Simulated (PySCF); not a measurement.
# B9H9S: magnetic properties

What do calculations give for the magnetic properties of B9H9S?

Programs: PySCF 2.14.0, with routines of our own; each step states its level. All values are computed. Atoms count from 0.

## 1. The system as given

19 atoms, charge 0, multiplicity 1; geometry from: GFN2-xTB.

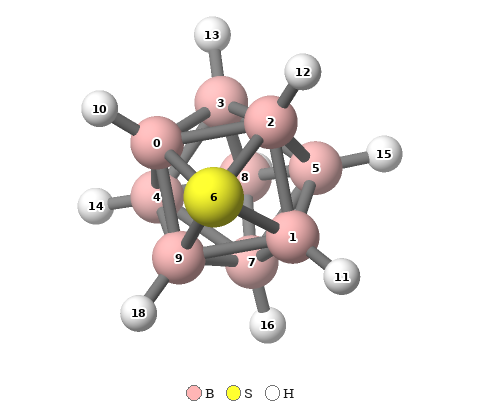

The starting geometry (boron pink, sulfur yellow, hydrogen white).

## 2. Magnetic properties: GIAO BP86/def2-SVP

Job settings and geometry (Å):

```
{"job": {"kind": "mag", "xc": "BP86", "basis": "def2-SVP"}, "charge": 0, "multiplicity": 1}
B      0.193460     0.684320    -1.421650
B     -0.246510     0.984120     1.223710
B      1.303340     0.902320     0.114110
B      1.097340    -0.638670    -0.702320
B     -0.753480    -0.733560    -0.998970
B      0.791160    -0.430220     1.137020
S     -0.071290     2.194720    -0.260660
B     -1.058750    -0.525110     0.841240
B      0.052470    -1.649470     0.195140
B     -1.357690     0.765480    -0.311800
H      0.349280     1.070700    -2.521320
H     -0.435050     1.606110     2.203890
H      2.333780     1.459900     0.221970
H      1.997750    -1.126480    -1.284170
H     -1.375110    -1.298130    -1.824640
H      1.439300    -0.748970     2.066300
H     -1.930360    -0.919940     1.527950
H      0.090670    -2.812710     0.333380
H     -2.420310     1.215590    -0.539180
```

Method: GIAO BP86/def2-SVP magnetisability, rotational g tensor and spin-rotation constants, non-relativistic, gas phase.

Run with:

```console
> OMP_NUM_THREADS=1 python excited_run.py task.json out
```

One launch serves the whole session: the jobs run in the order shown.

What it wrote:

```text
coarse grid: 16984 points
cycle   1  E = -626.8005069140  dE =  1.971e+00  |g| = 7.838e-01  |ddm| = 7.356e+00
cycle   2  E = -624.8033630553  dE =  1.997e+00  |g| = 2.583e+00  |ddm| = 1.925e+01
cycle   3  E = -626.9721621087  dE = -2.169e+00  |g| = 3.662e-01  |ddm| = 1.805e+01
cycle   4  E = -626.9828559828  dE = -1.069e-02  |g| = 3.078e-01  |ddm| = 1.785e+00
cycle   5  E = -627.0129392012  dE = -3.008e-02  |g| = 2.439e-02  |ddm| = 8.042e-01
cycle   6  E = -627.0131358694  dE = -1.967e-04  |g| = 9.612e-03  |ddm| = 1.258e-01
cycle   7  E = -627.0131639536  dE = -2.808e-05  |g| = 2.272e-03  |ddm| = 3.055e-02
cycle   8  E = -627.0131654729  dE = -1.519e-06  |g| = 2.439e-04  |ddm| = 7.298e-03
final grid: 160968 points
cycle   9  E = -627.0907256068  dE = -1.291e-04  |g| = 1.827e-02  |ddm| = 3.472e-01
cycle  10  E = -627.0903846151  dE =  3.410e-04  |g| = 3.841e-02  |ddm| = 1.304e-01
cycle  11  E = -627.0908115838  dE = -4.270e-04  |g| = 5.143e-03  |ddm| = 1.180e-01
cycle  12  E = -627.0908211322  dE = -9.548e-06  |g| = 1.249e-03  |ddm| = 1.888e-02
cycle  13  E = -627.0908215397  dE = -4.076e-07  |g| = 3.537e-04  |ddm| = 5.088e-03
cycle  14  E = -627.0908215784  dE = -3.866e-08  |g| = 5.239e-05  |ddm| = 1.047e-03
cycle  15  E = -627.0908215792  dE = -7.703e-10  |g| = 2.262e-05  |ddm| = 2.348e-04
converged SCF energy = -627.0908215792

Magnetisability tensor (1e-30 J/T^2)
    -2491.35      -36.23        4.19
      -36.23    -1381.37     -132.11
        4.19     -132.11    -2476.95
isotropic -2116.56   principal values   -2492.73  -2492.47  -1364.49
isotropic susceptibility -127.462 1e-6 cm^3/mol

Inertial axes            a          b          c
rot. const./GHz      2.4693     1.5430     1.5427
chi total           -82.171   -150.108   -150.108
chi diamagnetic    -628.144   -881.344   -881.344
chi paramagnetic    545.972    731.237    731.237
quadrupole/D A        2.112     -1.056     -1.056
g nuclear            0.5818     0.5485     0.5484
g electronic        -0.6334    -0.5301    -0.5300
g total             -0.0515     0.0184     0.0184

Spin-rotation constants (kHz, H = +C I.J)
atom  isotope        aa         bb         cc
  0    11B        0.463      0.226      0.226
  1    11B        0.463      0.226      0.226
  2    11B        0.462      0.226      0.226
  3    11B        0.515      0.165      0.165
  4    11B        0.515      0.165      0.165
  5    11B        0.515      0.165      0.165
  7    11B        0.514      0.165      0.165
  8    11B        1.073      0.441      0.441
  9    11B        0.463      0.226      0.226
 10     1H       -0.185     -0.078     -0.078
 11     1H       -0.185     -0.078     -0.077
 12     1H       -0.185     -0.077     -0.077
 13     1H       -0.187     -0.081     -0.081
 14     1H       -0.188     -0.081     -0.081
 15     1H       -0.187     -0.081     -0.081
 16     1H       -0.187     -0.081     -0.081
 17     1H        0.289     -0.130     -0.130
 18     1H       -0.185     -0.077     -0.077
  6    33S*       0.303      0.357      0.357
* in the singly substituted isotopologue
```

It took 48 s on 1 thread of Arm Neoverse V2, shared host; peak memory 0.7 GiB.

Key values:

| quantity | value |
| --- | --- |
| magnetisability | -2117·10⁻³⁰ J/T² |
| molar susceptibility | -127.5·10⁻⁶ cm³/mol |
| rotational g (a, b, c) | -0.0515, 0.0184, 0.0184 |

## 3. Magnetic properties: GIAO OPBE/def2-SVP

The job, as its differences from that of step 2:

```diff
@@ -1,2 +1,2 @@
-{"job": {"kind": "mag", "xc": "BP86", "basis": "def2-SVP"}, "charge": 0, "multiplicity": 1}
+{"job": {"kind": "mag", "xc": "OPBE", "basis": "def2-SVP"}, "charge": 0, "multiplicity": 1}
 B      0.193460     0.684320    -1.421650
```

Level: GIAO OPBE/def2-SVP magnetisability, rotational g tensor and spin-rotation constants, non-relativistic, gas phase.

What it wrote:

```text
coarse grid: 16984 points
cycle   1  E = -626.7618822707  dE =  1.984e+00  |g| = 7.964e-01  |ddm| = 6.205e+00
cycle   2  E = -624.8089639360  dE =  1.953e+00  |g| = 2.561e+00  |ddm| = 1.776e+01
cycle   3  E = -626.9355597740  dE = -2.127e+00  |g| = 3.720e-01  |ddm| = 1.748e+01
cycle   4  E = -626.9477692873  dE = -1.221e-02  |g| = 3.050e-01  |ddm| = 1.449e+00
cycle   5  E = -626.9773727994  dE = -2.960e-02  |g| = 2.459e-02  |ddm| = 7.133e-01
cycle   6  E = -626.9775750112  dE = -2.022e-04  |g| = 9.527e-03  |ddm| = 1.120e-01
cycle   7  E = -626.9776024444  dE = -2.743e-05  |g| = 2.289e-03  |ddm| = 2.316e-02
cycle   8  E = -626.9776039897  dE = -1.545e-06  |g| = 2.485e-04  |ddm| = 6.748e-03
final grid: 160968 points
cycle   9  E = -627.0328987469  dE =  1.756e-04  |g| = 4.825e-02  |ddm| = 4.598e-01
cycle  10  E = -627.0298075050  dE =  3.091e-03  |g| = 1.107e-01  |ddm| = 3.493e-01
cycle  11  E = -627.0335253756  dE = -3.718e-03  |g| = 1.391e-02  |ddm| = 2.947e-01
cycle  12  E = -627.0335937544  dE = -6.838e-05  |g| = 2.379e-03  |ddm| = 4.235e-02
cycle  13  E = -627.0335954172  dE = -1.663e-06  |g| = 6.081e-04  |ddm| = 1.051e-02
cycle  14  E = -627.0335955308  dE = -1.136e-07  |g| = 1.104e-04  |ddm| = 1.552e-03
cycle  15  E = -627.0335955344  dE = -3.651e-09  |g| = 2.806e-05  |ddm| = 3.617e-04
cycle  16  E = -627.0335955346  dE = -1.501e-10  |g| = 1.923e-05  |ddm| = 1.063e-04
converged SCF energy = -627.0335955346

Magnetisability tensor (1e-30 J/T^2)
    -2500.08      -35.94        4.16
      -35.94    -1398.66     -131.10
        4.16     -131.10    -2485.81
isotropic -2128.18   principal values   -2501.45  -2501.19  -1381.91
isotropic susceptibility -128.162 1e-6 cm^3/mol

Inertial axes            a          b          c
rot. const./GHz      2.4693     1.5430     1.5427
chi total           -83.220   -150.633   -150.633
chi diamagnetic    -626.473   -879.836   -879.836
chi paramagnetic    543.252    729.203    729.203
quadrupole/D A        1.928     -0.964     -0.964
g nuclear            0.5818     0.5485     0.5484
g electronic        -0.6302    -0.5286    -0.5285
g total             -0.0484     0.0199     0.0199

Spin-rotation constants (kHz, H = +C I.J)
atom  isotope        aa         bb         cc
  0    11B        0.441      0.212      0.212
  1    11B        0.441      0.212      0.212
  2    11B        0.441      0.212      0.212
  3    11B        0.490      0.153      0.153
  4    11B        0.491      0.153      0.153
  5    11B        0.490      0.153      0.153
  7    11B        0.490      0.153      0.153
  8    11B        1.035      0.435      0.435
  9    11B        0.441      0.212      0.212
 10     1H       -0.181     -0.077     -0.077
 11     1H       -0.181     -0.077     -0.077
 12     1H       -0.181     -0.077     -0.077
 13     1H       -0.185     -0.080     -0.080
 14     1H       -0.185     -0.080     -0.080
 15     1H       -0.184     -0.080     -0.080
 16     1H       -0.185     -0.080     -0.080
 17     1H        0.285     -0.127     -0.127
 18     1H       -0.181     -0.077     -0.077
  6    33S*       0.272      0.352      0.352
* in the singly substituted isotopologue
```

Run time: 50 s. Hardware: 1 thread of Arm Neoverse V2, shared host; peak memory 0.65 GiB.

In short:

| quantity | value |
| --- | --- |
| magnetisability | -2128·10⁻³⁰ J/T² |
| molar susceptibility | -128.2·10⁻⁶ cm³/mol |
| rotational g (a, b, c) | -0.0484, 0.0199, 0.0199 |

## 4. Magnetic properties side by side

| level | ξ (10⁻³⁰ J/T²) | g(a) | g(b) | gap (eV) | functions | time |
| --- | --- | --- | --- | --- | --- | --- |
| GIAO BP86/def2-SVP | -2117 | -0.0515 | 0.0184 | 4.64 | 189 | 48 s |
| GIAO OPBE/def2-SVP | -2128 | -0.0484 | 0.0199 | 4.66 | 189 | 50 s |

## 5. Results

```
                                           quantity                      value
       magnetisability (step 2, GIAO BP86/def2-SVP)           -2117·10⁻³⁰ J/T²
  molar susceptibility (step 2, GIAO BP86/def2-SVP)        -127.5·10⁻⁶ cm³/mol
rotational g (a, b, c) (step 2, GIAO BP86/def2-SVP)    -0.0515, 0.0184, 0.0184
                    magnetisability over the levels  -2128 to -2117·10⁻³⁰ J/T²
```

**Reading.** The magnetisability spreads by 0.5 % over 2 levels of like cost. Two levels can agree by chance, so this spread shows no convergence. Vibrational averaging and real surroundings are missing from these values.
